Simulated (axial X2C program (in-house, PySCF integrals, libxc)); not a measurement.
# All-electron X2C curves of HgAl, part 2 of 2

Computed with an in-house X2C program for linear molecules on PySCF integrals; all-electron X2C, Hg dyall-cv3z, Al dyall-v3z.

### 9 PBE0, 2c

State followed: Ω = 1/2 (excess of +ω over −ω: ω = 1/2). The scan is laid around 2.696 Å, a first estimate of the minimum, and this SCF restarts from the orbitals of the search.

The SCF at the reference distance of 2.696 Å:

```text
two-component X2C + atomic mean field  PBE0
basis functions 227  fitting functions 1160  grid points 5082
iter        total energy     max residual
   1     -19872.012540398     7.32e-06
   2     -19872.012540400     5.88e-06
   3     -19872.012540401     2.37e-06
converged
one-electron -27616.43154908  Coulomb 7955.34163293  exact exchange -97.59383356  xc functional -298.94700419  nuclear repulsion 204.13364219  atomic mean-field constant -18.51542870
```

Along the bond, energies from the lowest point:

| R (Å) | E (eV) | μ (D) | HOMO (eV) | LUMO (eV) | iterations |
| --- | --- | --- | --- | --- | --- |
| 2.345 | 0.2612 | -0.24 | -4.30 | -2.57 | 13 |
| 2.453 | 0.1023 | -0.19 | -4.22 | -2.53 | 13 |
| 2.534 | 0.0385 | -0.16 | -4.17 | -2.50 | 13 |
| 2.615 | 0.0075 | -0.13 | -4.12 | -2.47 | 13 |
| 2.696 | 0.0000 | -0.11 | -4.08 | -2.45 | 3 |
| 2.790 | 0.0104 | -0.10 | -4.04 | -2.42 | 13 |
| 2.885 | 0.0343 | -0.10 | -4.00 | -2.40 | 13 |
| 3.006 | 0.0752 | -0.10 | -3.96 | -2.37 | 14 |
| 3.154 | 0.1300 | -0.12 | -3.93 | -2.34 | 14 |
| 3.370 | 0.2049 | -0.16 | -3.89 | -2.30 | 14 |

Dipoles are positive if Al is the positive end.

Outer spinors at the reference distance:

```json
{"ω": "1/2", "occupied": "yes", "ε (eV)": "-13.65", "atomic character": "97% Hg d", "λ mixture": "52% π, 48% σ"}
{"ω": "-1/2", "occupied": "yes", "ε (eV)": "-13.62", "atomic character": "97% Hg d", "λ mixture": "50% π, 50% σ"}
{"ω": "3/2", "occupied": "yes", "ε (eV)": "-13.41", "atomic character": "100% Hg d", "λ mixture": "78% δ, 22% π"}
{"ω": "-3/2", "occupied": "yes", "ε (eV)": "-13.38", "atomic character": "100% Hg d", "λ mixture": "77% δ, 23% π"}
{"ω": "-1/2", "occupied": "yes", "ε (eV)": "-11.96", "atomic character": "90% Hg d, 6% Al s", "λ mixture": "52% σ, 48% π"}
{"ω": "1/2", "occupied": "yes", "ε (eV)": "-11.93", "atomic character": "93% Hg d, 4% Al s", "λ mixture": "53% σ, 47% π"}
{"ω": "-3/2", "occupied": "yes", "ε (eV)": "-11.65", "atomic character": "99% Hg d", "λ mixture": "77% π, 23% δ"}
{"ω": "3/2", "occupied": "yes", "ε (eV)": "-11.64", "atomic character": "99% Hg d", "λ mixture": "78% π, 22% δ"}
{"ω": "-5/2", "occupied": "yes", "ε (eV)": "-11.53", "atomic character": "100% Hg d", "λ mixture": "100% δ"}
{"ω": "5/2", "occupied": "yes", "ε (eV)": "-11.51", "atomic character": "100% Hg d", "λ mixture": "100% δ"}
{"ω": "-1/2", "occupied": "yes", "ε (eV)": "-9.94", "atomic character": "45% Al s, 34% Hg s, 12% Hg d", "λ mixture": "99% σ, 1% π"}
{"ω": "1/2", "occupied": "yes", "ε (eV)": "-9.46", "atomic character": "42% Hg s, 41% Al s, 8% Hg d", "λ mixture": "99% σ, 1% π"}
{"ω": "-1/2", "occupied": "yes", "ε (eV)": "-7.14", "atomic character": "38% Hg s, 29% Al s, 20% Al p", "λ mixture": "100% σ"}
{"ω": "1/2", "occupied": "yes", "ε (eV)": "-6.85", "atomic character": "35% Al s, 31% Hg s, 20% Al p", "λ mixture": "100% σ"}
{"ω": "1/2", "occupied": "yes", "ε (eV)": "-4.08", "atomic character": "72% Al p, 24% Hg p", "λ mixture": "95% π, 5% σ"}
{"ω": "-3/2", "occupied": "no", "ε (eV)": "-2.45", "atomic character": "77% Al p, 20% Hg p", "λ mixture": "100% π"}
{"ω": "-1/2", "occupied": "no", "ε (eV)": "-2.20", "atomic character": "46% Al p, 43% Hg p, 6% Hg s", "λ mixture": "68% σ, 32% π"}
{"ω": "1/2", "occupied": "no", "ε (eV)": "-1.99", "atomic character": "49% Al p, 38% Hg p, 8% Hg s", "λ mixture": "92% σ, 8% π"}
{"ω": "-1/2", "occupied": "no", "ε (eV)": "-1.88", "atomic character": "63% Al p, 31% Hg p, 3% Hg s", "λ mixture": "69% π, 31% σ"}
```

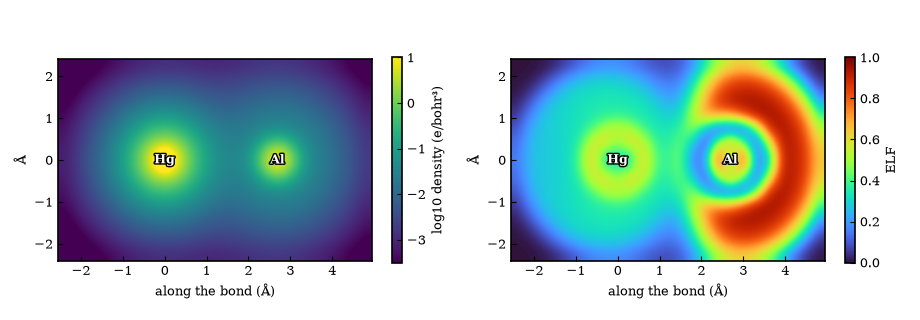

PBE0 fields in a plane through the axis, from a grid of 0.3 Å; Hg lies at z = 0 and Al at z = 2.696 Å; the ELF is damped to zero where the density is low.

Re = 2.690 Å, ωe = 167.7 cm⁻¹, ωexe = 1.82 cm⁻¹, Be = 0.09789 cm⁻¹, De = 0.361 eV, μ = -0.11 D.

### 10 HF, 2c

Output at 2.696 Å:

```text
two-component X2C + atomic mean field  HF
basis functions 227  fitting functions 1160  grid points 5082
iter        total energy     max residual
   1     -19865.847036901     1.12e+00
   2     -19865.887265799     1.44e-02
   3     -19865.888457681     1.48e-02
   4     -19865.889222903     1.33e-03
   5     -19865.889386615     1.19e-03
   6     -19865.889512566     1.09e-03
   7     -19865.889660780     9.86e-04
   8     -19865.889869570     8.82e-04
   9     -19865.890025387     8.38e-04
  10     -19865.890258262     7.99e-04
  11     -19865.890674520     6.36e-04
  12     -19865.890869923     6.02e-04
  13     -19865.891205081     3.34e-04
  14     -19865.891094281     6.08e-04
  15     -19865.891250066     2.16e-04
  16     -19865.891264986     1.55e-04
  17     -19865.891269838     7.09e-05
  18     -19865.891270481     4.41e-05
  19     -19865.891270739     1.02e-05
  20     -19865.891270730     1.47e-05
  21     -19865.891270750     6.40e-06
  22     -19865.891270761     4.08e-06
  23     -19865.891270764     2.90e-06
  24     -19865.891270766     1.76e-06
converged
one-electron -27618.68259559  Coulomb 7957.77013671  exact exchange -390.59702539  xc functional 0.00000000  nuclear repulsion 204.13364219  atomic mean-field constant -18.51542870
```

No constants are quoted: the lowest point is the long end of the scan.

### 11 M06, 2c

Output at 2.696 Å:

```text
two-component X2C + atomic mean field  M06
basis functions 227  fitting functions 1160  grid points 5082
iter        total energy     max residual
   1     -19872.515150720     3.89e-01
   2     -19872.530856043     7.71e-03
   3     -19872.530879875     8.70e-03
   4     -19872.531266730     1.12e-03
   5     -19872.531282133     7.93e-04
   6     -19872.531308078     1.33e-04
   7     -19872.531310473     6.45e-05
   8     -19872.531311265     5.30e-05
   9     -19872.531311938     4.42e-05
  10     -19872.531312950     1.41e-05
  11     -19872.531313083     3.91e-06
  12     -19872.531313084     1.14e-06
converged
one-electron -27616.82517416  Coulomb 7955.79578946  exact exchange -105.42097713  xc functional -291.69916474  nuclear repulsion 204.13364219  atomic mean-field constant -18.51542870
```

Re = 2.802 Å, ωe = 145.5 cm⁻¹, ωexe = 1.57 cm⁻¹, Be = 0.09019 cm⁻¹, De = 0.410 eV, μ = 0.53 D.

### 12 Correlated methods, 2c

Correlated methods: 15 electrons correlated (frozen shells, counted by type: Hg 5 s, 4 p, 2 d, 1 f; Al 2 s, 1 p), 259 virtual spinors in MP2.

MP2: Re = 2.878 Å, ωe = 96.5 cm⁻¹, Be = 0.08549 cm⁻¹, De = 0.157 eV.

### 13 A higher determinant, 2c

State: Ω = 3/2 (excess of +ω over −ω: ω = 3/2).

Output at the reference distance:

```text
two-component X2C + atomic mean field  PBE0
basis functions 227  fitting functions 1160  grid points 5082
iter        total energy     max residual
   1     -19872.007343813     3.32e-05
   2     -19872.007343830     3.40e-05
   3     -19872.007343861     1.05e-05
   4     -19872.007343867     6.00e-06
   5     -19872.007343874     2.38e-06
   6     -19872.007343875     9.82e-07
converged
one-electron -27615.98407159  Coulomb 7954.90162662  exact exchange -97.59481546  xc functional -298.94829695  nuclear repulsion 204.13364219  atomic mean-field constant -18.51542870
```

| R (Å) | E above the lowest PBE0 point (eV) |
| --- | --- |
| 2.345 | 0.509 |
| 2.453 | 0.313 |
| 2.534 | 0.224 |
| 2.615 | 0.170 |
| 2.696 | 0.141 |
| 2.790 | 0.130 |
| 2.885 | 0.134 |
| 3.006 | 0.154 |
| 3.154 | 0.189 |

Re = 2.805 Å, ωe = 137.3 cm⁻¹, Be = 0.09 cm⁻¹, μ = -0.66 D. Te = 0.13 eV.

### 14 The 2c curves together

Energy (eV) of the followed determinant, 2c, from each level's lowest point:

| R (Å) | PBE0 | HF | MP2 | M06 |
| --- | --- | --- | --- | --- |
| 2.345 | 0.261 | 0.629 | 0.298 | 0.397 |
| 2.453 | 0.102 | 0.392 | 0.150 | 0.193 |
| 2.534 | 0.039 | 0.274 | 0.084 | 0.100 |
| 2.615 | 0.008 | 0.192 | 0.042 | 0.043 |
| 2.696 | 0.000 | 0.135 | 0.018 | 0.012 |
| 2.790 | 0.010 | 0.091 | 0.004 | 0.000 |
| 2.885 | 0.034 | 0.063 | 0.000 | 0.005 |
| 3.006 | 0.075 | 0.039 | 0.006 | 0.029 |
| 3.154 | 0.130 | 0.020 | 0.021 | 0.069 |
| 3.370 | 0.205 | 0.000 | 0.049 | 0.136 |

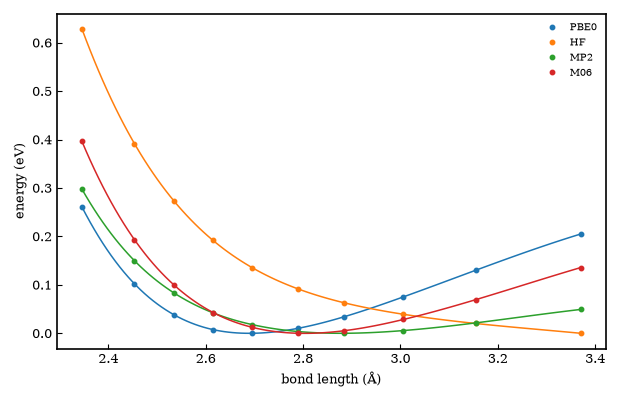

Curves of the followed state, 2c, each from its own lowest point.

Time for the job: 3 min (1 thread of Arm Neoverse V1, shared host).

### 15 What came out

The summary covers parts 1 to 2.

Lowest determinant that the search found at its distance, spin-free: M_S = 1/2, Λ = 1 (beyond closed shells: π+α).

Lowest determinant that the search found at its distance, 2c: Ω = 1/2 (excess of +ω over −ω: ω = 1/2).

| Hamiltonian | level | Re (Å) | ωe (cm⁻¹) | De (eV) | μ (D) |
| --- | --- | --- | --- | --- | --- |
| spin-free | PBE0 | 2.772 | 144.9 | 0.264 | -0.55 |
| spin-free | M06 | 2.876 | 128.9 | 0.321 | 0.06 |
| 2c | PBE0 | 2.690 | 167.7 | 0.361 | -0.11 |
| 2c | MP2 | 2.878 | 96.5 | 0.157 | n/a |
| 2c | M06 | 2.802 | 145.5 | 0.410 | 0.53 |

Dipoles are positive if Al is the positive end. No constants: spin-free HF (the lowest point is the long end of the scan); spin-free MP2 (fits of two degrees disagree); 2c HF (the lowest point is the long end of the scan).

Time per point (s) on 1 thread of Arm Neoverse V1, shared host (2c runs); the times are rough: PBE0 1.2, MP2 1.7, M06 1.8.

What this shows: At PBE0, going from spin-free to two-component changes Re by -82 mÅ, ωe by +15.7 %, so spin–orbit coupling matters for this bond. It costs about 1.7 times the time. De moves by +0.10 eV; both De rest on single-determinant atoms, which can miss part of an open shell's spin–orbit lowering.

De refers to Hg + Al, each in the lowest determinant found, which need not be this curve's own limit. The state is a single determinant with fixed occupations, the lowest that a limited PBE0 search found. Dissociation energies refer to the lowest single-determinant-based atoms at the same level and basis. Density functionals use the spin component along the axis (collinear). The meta-GGAs lack a current-density term, which matters for open shells with orbital currents, atoms included. The spin-free determinant is spin-contaminated at some levels, which hurts MP2 most.
